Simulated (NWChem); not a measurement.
# the pair BH2SF···C3HN, step by step

Aim: the energy (singlet C3H3BFNS, wB97X-D3/6-31G*), then the energy (singlet BH2SF, wB97X-D3/6-31G*), then the energy (singlet C3HN, wB97X-D3/6-31G*), then the energy (singlet BH2SF, wB97X-D3/6-31G*), then a single-point energy (singlet C3HN, wB97X-D3/6-31G*) of C3H3BFNS and its partners. 

The calculation is run with NWChem 7.3.0.

## (1) Starting point

C3H3BFNS has 10 atoms, charge 0, and is taken as a singlet. The two molecules were placed rigidly side by side, at 1 times their contact distance; the pair isn't optimised.

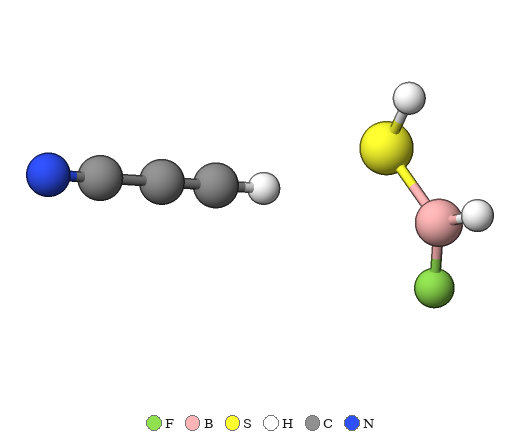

Viewed from a chosen angle; fluorine green, boron pink, sulfur yellow, hydrogen white, carbon grey, nitrogen blue.

## (2) A single-point energy at wB97X-D3/6-31G(d) (spherical functions) (run 1)

Contents of c3h3bfns.nw:

```
start c3h3bfns
title "C3H3BFNS wB97X-D3"
memory 2200 mb

geometry noautosym nocenter noautoz
  F       -1.129080      -0.891180      -1.060920
  B       -0.422780      -0.324380      -0.097820
  S        0.962420       0.713320      -0.571120
  H       -0.721980      -0.516180       1.041980
  H        1.311420       1.018420       0.687880
  C       -1.289330       4.053820      -0.465830
  C       -1.718140       5.173620      -0.397350
  C       -2.207900       6.449560      -0.319310
  N       -2.621380       7.525140      -0.253290
  H       -0.908090       3.060700      -0.527150
end

basis spherical bse
  * library 6-31G*
end

dft
  xc wb97x-d3
  grid fine
  convergence energy 1e-08
  iterations 100
  mulliken
  print low
end

task dft
```

On the command line:

```console
$ nwchem c3h3bfns.nw > c3h3bfns.out
```

What it wrote:

```text
[...]
 d= 0,ls=0.0,diis     1   -693.4599216292 -9.34D+02  2.40D-02  1.09D+00     4.3
[...]
 d= 0,ls=0.0,diis    11   -693.6108747214 -2.53D-09  5.72D-07  3.79D-09    48.8
         Total DFT energy =     -693.610874721435
      One electron energy =    -1428.114484214317
           Coulomb energy =      558.690188450918
    Exchange-Corr. energy =      -64.356066862912
 Nuclear repulsion energy =      240.171093584716
    Dispersion correction =       -0.001605679839
[...]
      Total Density - Mulliken Population Analysis
     ---------------------------------------------
    Atom       Charge   Shell Charges
 -----------   ------   -------------------------------------------------------
    1 F    9     9.24   2.00  0.93  3.32  0.99  1.99  0.01
    2 B    5     4.69   2.00  0.56  1.35  0.37  0.32  0.10
    3 S   16    16.19   2.00  2.00  5.97  1.32  3.14  0.55  1.16  0.05
    4 H    1     1.01   0.52  0.49
    5 H    1     0.86   0.50  0.37
    6 C    6     6.52   2.00  0.69  1.97  0.73  1.11  0.03
    7 C    6     5.49   2.00  0.67  2.07  0.45  0.28  0.03
    8 C    6     6.02   2.00  0.68  2.04  0.44  0.82  0.05
    9 N    7     7.26   2.00  0.85  2.24  0.86  1.27  0.04
   10 H    1     0.72   0.50  0.23
[...]
```

Run time: 50 s. Hardware: 1 thread of Intel Xeon Platinum 8488C (Sapphire Rapids), shared host; peak memory 0.13 GiB.

## (3) BH2SF: the energy at wB97X-D3/6-31G(d) (spherical functions) (run 2)

Contents of m1.nw:

```
start m1
memory stack 880 mb heap 220 mb global 1100 mb
geometry noautosym nocenter noautoz
F     -1.129080    -0.891180    -1.060920
B     -0.422780    -0.324380    -0.097820
S      0.962420     0.713320    -0.571120
H     -0.721980    -0.516180     1.041980
H      1.311420     1.018420     0.687880
end
basis spherical bse
F library 6-31G*
B library 6-31G*
S library 6-31G*
H library 6-31G*
end
dft
xc wb97x-d3
grid fine
convergence energy 1e-08
iterations 100
mulliken
print low
end
task dft energy
```

On the command line:

```console
$ nwchem m1.nw > m1.out
```

What it wrote:

```text
[...]
 d= 0,ls=0.0,diis     1   -524.0401786524 -6.11D+02  1.46D-02  4.50D-01     1.2
[...]
 d= 0,ls=0.0,diis     8   -524.1013665805 -6.59D-09  2.25D-06  1.97D-09     8.3
         Total DFT energy =     -524.101366580458
      One electron energy =     -895.916145555981
           Coulomb energy =      326.167613493927
    Exchange-Corr. energy =      -40.988142847707
 Nuclear repulsion energy =       86.635633187726
    Dispersion correction =       -0.000324858423
[...]
      Total Density - Mulliken Population Analysis
     ---------------------------------------------
    Atom       Charge   Shell Charges
 -----------   ------   -------------------------------------------------------
    1 F    9     9.24   2.00  0.93  3.32  0.99  1.99  0.01
    2 B    5     4.69   2.00  0.56  1.35  0.36  0.32  0.10
    3 S   16    16.17   2.00  2.00  5.97  1.32  3.13  0.54  1.16  0.05
    4 H    1     1.02   0.52  0.50
    5 H    1     0.88   0.50  0.38
[...]
```

Wall time 9 s (1 thread of Intel Xeon Platinum 8488C (Sapphire Rapids), shared host); peak memory 0.12 GiB.

## (4) C3HN: a single-point energy at wB97X-D3/6-31G(d) (spherical functions) (run 3)

Contents of mol.nw:

```
start mol
title "C3HN energy"
memory 2200 mb

geometry noautosym nocenter noautoz
 C    -1.289330    4.053820   -0.465830
 C    -1.718140    5.173620   -0.397350
 C    -2.207900    6.449560   -0.319310
 N    -2.621380    7.525140   -0.253290
 H    -0.908090    3.060700   -0.527150
end

basis spherical bse
 * library 6-31G*
end

dft
 xc wb97x-d3
 grid fine
 convergence energy 1e-08
 iterations 100
 mulliken
 noprint "final vectors analysis"
end

task dft
```

On the command line:

```console
$ nwchem mol.nw > mol.out
```

What it wrote:

```text
[...]
          Wavefunction type:  closed shell.
          No. of atoms     :     5
          No. of electrons :    26
[...]
          Charge           :     0
          Spin multiplicity:     1
[...]
          AO basis - number of functions:    58
[...]
              XC Information
              --------------
                    wb97x-d3  Method XC Functional
                     Hartree-Fock (Exact) Exchange  1.000
                      wb97x-d3 Exchange Functional  1.000
                   wb97x-d3 Correlation Functional  1.000
[...]
 d= 0,ls=0.0,diis     1   -169.4174179878 -2.47D+02  4.12D-02  6.30D-01     1.2
[...]
 d= 0,ls=0.0,diis    10   -169.5071750458 -7.39D-09  2.93D-06  4.70D-09    10.9
         Total DFT energy =     -169.507175045812
      One electron energy =     -380.106770586252
           Coulomb energy =      156.718400083202
    Exchange-Corr. energy =      -23.368569916640
 Nuclear repulsion energy =       77.250099295881
    Dispersion correction =       -0.000333922003
[...]
      Total Density - Mulliken Population Analysis
     ---------------------------------------------
    Atom       Charge   Shell Charges
 -----------   ------   -------------------------------------------------------
    1 C    6     6.56   2.00  0.69  1.97  0.73  1.14  0.03
    2 C    6     5.46   2.00  0.67  2.07  0.43  0.27  0.03
    3 C    6     6.00   2.00  0.68  2.04  0.44  0.80  0.05
    4 N    7     7.26   2.00  0.85  2.24  0.87  1.26  0.04
    5 H    1     0.71   0.50  0.21
[...]
```

Run time: 12 s. Hardware: 1 thread of Intel Xeon Platinum 8488C (Sapphire Rapids), shared host; peak memory 0.12 GiB.

## (5) BH2SF among ghost functions: a single-point energy at wB97X-D3/6-31G(d) (spherical functions, with ghost functions) (run 4)

Contents of bfh2s.nw:

```
start bfh2s
memory total 2200 mb

geometry units bohr noautosym nocenter noautoz
   F   -2.13365197  -1.68408613  -2.00484824
   B   -0.79893841  -0.61298936  -0.18485301
   S    1.81871022   1.34797944  -1.07926038
   H   -1.36434447  -0.97543883   1.96905683
   H    2.47822463   1.92453488   1.29990481
   bqC     -2.436481     7.660610    -0.880291
   bqC     -3.246814     9.776725    -0.750883
   bqC     -4.172326    12.187902    -0.603408
   bqN     -4.953690    14.220454    -0.478649
   bqH     -1.716041     5.783885    -0.996169
end

basis "ao basis" spherical bse
   F library 6-31G*
   B library 6-31G*
   S library 6-31G*
   H library 6-31G*
   bqC library C 6-31G*
   bqN library N 6-31G*
   bqH library H 6-31G*
end

dft
   xc wb97x-d3
   grid fine
   convergence energy 1e-08
   iterations 100
   mulliken
   noprint "final vectors analysis"
end

task dft
```

On the command line:

```console
$ nwchem bfh2s.nw > bfh2s.out
```

What it wrote:

```text
[...]
          Wavefunction type:  closed shell.
          No. of atoms     :    10
          No. of electrons :    32
[...]
          Charge           :     0
          Spin multiplicity:     1
[...]
          AO basis - number of functions:   108
[...]
              XC Information
              --------------
                    wb97x-d3  Method XC Functional
                     Hartree-Fock (Exact) Exchange  1.000
                      wb97x-d3 Exchange Functional  1.000
                   wb97x-d3 Correlation Functional  1.000
[...]
 d= 0,ls=0.0,diis     1   -524.0404588029 -6.11D+02  7.03D-03  4.52D-01     3.4
[...]
 d= 0,ls=0.0,diis     8   -524.1016788369 -6.77D-09  1.13D-06  2.03D-09    30.9
         Total DFT energy =     -524.101678836865
      One electron energy =     -895.905045333825
           Coulomb energy =      326.154688896268
    Exchange-Corr. energy =      -40.986624475160
 Nuclear repulsion energy =       86.635626934380
    Dispersion correction =       -0.000324858527
[...]
      Total Density - Mulliken Population Analysis
     ---------------------------------------------
    Atom       Charge   Shell Charges
 -----------   ------   -------------------------------------------------------
    1 F    9     9.24   2.00  0.93  3.32  0.99  1.99  0.01
    2 B    5     4.69   2.00  0.56  1.35  0.36  0.32  0.10
    3 S   16    16.18   2.00  2.00  5.97  1.32  3.13  0.54  1.16  0.05
    4 H    1     1.02   0.52  0.50
    5 H    1     0.87   0.50  0.37
    6 X    0     0.00  -0.00 -0.00 -0.00  0.00  0.00  0.00
    7 X    0    -0.00  -0.00 -0.00  0.00  0.00 -0.00 -0.00
    8 X    0    -0.00  -0.00 -0.00 -0.00 -0.00  0.00 -0.00
    9 X    0    -0.00  -0.00 -0.00 -0.00 -0.00 -0.00 -0.00
   10 X    0    -0.00  -0.00 -0.00
[...]
```

Run time: 32 s. Hardware: 1 thread of Intel Xeon Platinum 8488C (Sapphire Rapids), shared host; peak memory 0.12 GiB.

## (6) C3HN among ghost functions: the energy at wB97X-D3/6-31G(d) (spherical functions, with ghost functions) (run 5)

Contents of c3hn.nw:

```
start c3hn
memory total 2200 mb
charge 0

geometry noautosym nocenter noautoz
  C       -1.289330       4.053820      -0.465830
  C       -1.718140       5.173620      -0.397350
  C       -2.207900       6.449560      -0.319310
  N       -2.621380       7.525140      -0.253290
  H       -0.908090       3.060700      -0.527150
  bqF     -1.129080    -0.891180    -1.060920
  bqB     -0.422780    -0.324380    -0.097820
  bqS      0.962420     0.713320    -0.571120
  bqH     -0.721980    -0.516180     1.041980
  bqH      1.311420     1.018420     0.687880
end

basis "ao basis" spherical bse
  C library 6-31G*
  N library 6-31G*
  H library 6-31G*
  bqF library F 6-31G*
  bqB library B 6-31G*
  bqS library S 6-31G*
  bqH library H 6-31G*
end

dft
  xc wb97x-d3
  mult 1
  grid fine
  convergence energy 1e-08
  iterations 100
  mulliken
  noprint "final vectors analysis"
end

task dft
```

On the command line:

```console
$ nwchem c3hn.nw > c3hn.out
```

What it wrote:

```text
[...]
          Wavefunction type:  closed shell.
          No. of atoms     :    10
          No. of electrons :    26
[...]
          Charge           :     0
          Spin multiplicity:     1
[...]
          AO basis - number of functions:   108
[...]
              XC Information
              --------------
                    wb97x-d3  Method XC Functional
                     Hartree-Fock (Exact) Exchange  1.000
                      wb97x-d3 Exchange Functional  1.000
                   wb97x-d3 Correlation Functional  1.000
[...]
 d= 0,ls=0.0,diis     1   -169.4174946852 -2.47D+02  2.24D-02  6.31D-01     3.3
[...]
 d= 0,ls=0.0,diis    10   -169.5072622889 -7.37D-09  1.59D-06  4.69D-09    38.4
         Total DFT energy =     -169.507262288878
      One electron energy =     -380.104806623211
           Coulomb energy =      156.716102428094
    Exchange-Corr. energy =      -23.368323467639
 Nuclear repulsion energy =       77.250099295881
    Dispersion correction =       -0.000333922003
[...]
      Total Density - Mulliken Population Analysis
     ---------------------------------------------
    Atom       Charge   Shell Charges
 -----------   ------   -------------------------------------------------------
    1 C    6     6.54   2.00  0.69  1.97  0.69  1.16  0.03
    2 C    6     5.49   2.00  0.67  2.07  0.44  0.29  0.03
    3 C    6     6.02   2.00  0.68  2.04  0.44  0.81  0.05
    4 N    7     7.26   2.00  0.85  2.24  0.86  1.26  0.04
    5 H    1     0.69   0.50  0.19
    6 X    0    -0.00   0.00  0.00  0.00 -0.00 -0.00 -0.00
    7 X    0     0.00  -0.00 -0.00 -0.00  0.00  0.00 -0.00
    8 X    0     0.00  -0.00 -0.00  0.00 -0.00 -0.00  0.00  0.00  0.00
    9 X    0    -0.00  -0.00 -0.00
   10 X    0    -0.00  -0.00 -0.00
[...]
```

It took 39 s on 1 thread of Intel Xeon Platinum 8488C (Sapphire Rapids), shared host; peak memory 0.12 GiB.

## (7) Results

| quantity | value |
| --- | --- |
| run 1, wB97X-D3/6-31G*: total energy | -693.61087 Eh |
| run 1, wB97X-D3/6-31G*: dispersion energy | -4.22 kJ/mol |
| BH2SF: total energy | -524.10137 Eh |
| BH2SF: dispersion energy | -0.85 kJ/mol |
| C3HN: total energy | -169.50718 Eh |
| C3HN: dipole moment | 3.87 D |
| C3HN: dispersion energy | -0.88 kJ/mol |
| BH2SF among ghost functions: total energy | -524.10168 Eh |
| BH2SF among ghost functions: dipole moment | 1.57 D |
| BH2SF among ghost functions: dispersion energy | -0.85 kJ/mol |
| C3HN among ghost functions: total energy | -169.50726 Eh |
| C3HN among ghost functions: dipole moment | 3.86 D |
| C3HN among ghost functions: dispersion energy | -0.88 kJ/mol |
| interaction energy of the rigid parts BH2SF and C3HN (parts in their own basis; closest atoms 3.00 Å apart) | -0.063 eV |
| interaction energy of the rigid parts BH2SF and C3HN (parts in the whole basis, counterpoise; closest atoms 3.00 Å apart) | -0.053 eV |

In words: The interaction energy of the rigid parts BH2SF and C3HN (parts in their own basis; closest atoms 3.00 Å apart) is −0.06 eV (−1.5 kcal/mol): the parts attract. Without counterpoise this holds the superposition error of the basis. The interaction energy of the rigid parts BH2SF and C3HN (parts in the whole basis, counterpoise; closest atoms 3.00 Å apart) is −0.05 eV (−1.2 kcal/mol): the parts attract. The basis-set superposition error is 1.0 kJ/mol. Mulliken charges (run 1, wB97X-D3/6-31G*) run from -0.52 on C6 to +0.51 on C7. Mulliken charges (BH2SF) run from -0.24 on F1 to +0.31 on B2; they depend strongly on the basis.
